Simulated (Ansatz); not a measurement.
CrI3: pressure series

The parent structure is CrI₃ in the BiI3 type structure (space group R-3, No. 148; ferromagnetic; layered, stacked along the Cartesian z axis).

```xyz
8
Lattice="3.4091 1.9682 6.4926 -3.4091 1.9682 6.4926 0.0000 -3.9365 6.4926" Properties=species:S:1:pos:R:3 pbc="T T T"
Cr     0.0000     0.0000     6.5026
Cr     0.0000     0.0000    12.9751
I     -2.2281    -0.0954     8.0470
I      1.1967    -1.8819     8.0470
I      1.0314     1.9773     8.0470
I      2.2281     0.0954    11.4307
I     -1.1967     1.8819    11.4307
I     -1.0314    -1.9773    11.4307
```

Cell and atoms are relaxed at each pressure.

Level of theory: Ansatz (a quantum-chemistry and plane-wave program) PBE-D3(BJ), spin-orbit coupling left out.

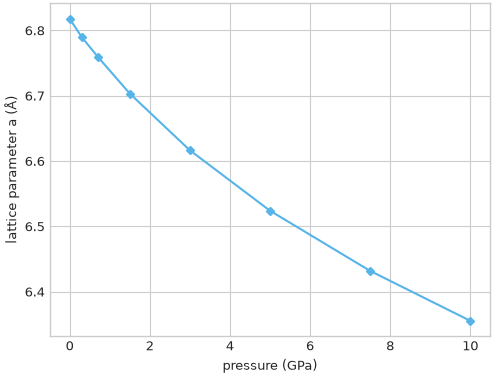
*Lattice parameter a against pressure*

Task: From the plot, what is the lattice parameter a for pressure 0.7 GPa?

Result: About 6.76 Å.

Task: Is the trend monotonic over the range shown?

Result: Yes, it falls throughout, spanning 6.356 Å to 6.818 Å.

Other magnetic orders, which the real material may have, were not ruled out. Load acts through the strain it causes; cell and atoms are relaxed under it. Whether these cells are dynamically stable was not tested. No other phases were tried under pressure. The D3 term's C6 switches between coordination references near this geometry, which can add small steps to energies.
